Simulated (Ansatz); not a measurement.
# A thicker film of CeO2 (110) from two thinner ones

In a field along its normal an insulating film takes a dipole p. Written as a length, p/(ε₀AE), it should grow by 1 − 1/ε for each ångström added.

Set-up. Ansatz 0.2.0, plane waves with PAW datasets (its set soft_2), PBE; fluorite films relaxed at a bulk in-plane lattice constant near the measured one, then held in weak fields of both signs with a dipole correction (A is the cell's area, E the outer field).

| run | distance between the outer atoms (Å) | p/(ε₀AE) (Å) |
| --- | --- | --- |
| 4 units | 5.793 | 6.923 |
| 6 units | 9.691 | 10.348 |
| 9 units | 15.546 | ? |

**Question.** What value belongs in the row marked “?”, and how far can the other rows tell?

Two rows fix a line: slope = (10.348 − 6.923) / (9.691 − 5.793) = 0.8787, intercept 1.8326. That slope means ε = 1/(1 − 0.8787) = 8.24. At 15.546 it gives 0.8787 × 15.546 + 1.8326 = 15.493 Å, beyond the rows fitted. Rounding of the rows alone allows about ±0.004 Å there; two rows can't show whether the line holds.

The run itself gives 15.454 Å: a miss of −0.039 Å, or 0.3 % of the value. The length is met to within 1 %, though ε is more sensitive than the length: the two thickest films give ε = 7.82.

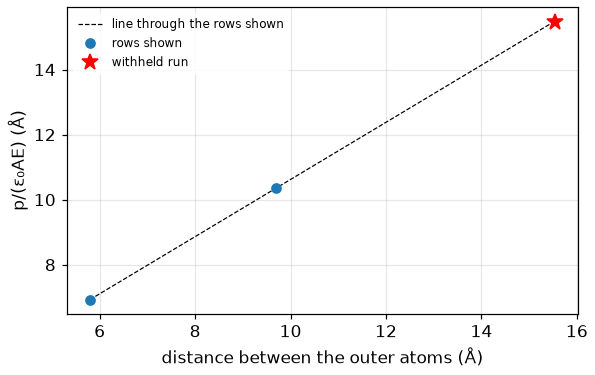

The fit and the withheld run.

**Limits.** This is the electronic response alone. A unit is one step of the cut along the normal (a plane, a pair of planes or a cell), and the layers relax along it, away from their bulk spacing where the functional's lattice constant differs from the one held.
